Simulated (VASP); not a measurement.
Band structure of Y (space group P6_3/mmc). Method: PBE GGA, VASP's PBE PAW potentials (set 64) (plane waves; VASP).

The run has a spin-polarised start.

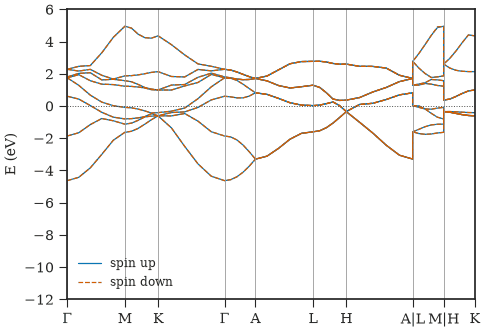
Figure: Bands along high-symmetry lines, zero at the valence-band maximum or, without a gap, the Fermi level

Q: Read the plot: is there a gap, and where are the band edges?

A: It has no gap at this level: it comes out as a metal or semimetal.

The structure comes from a computed database's Y entry; how it stands against other phases isn't given here. The cell was not relaxed at this level.
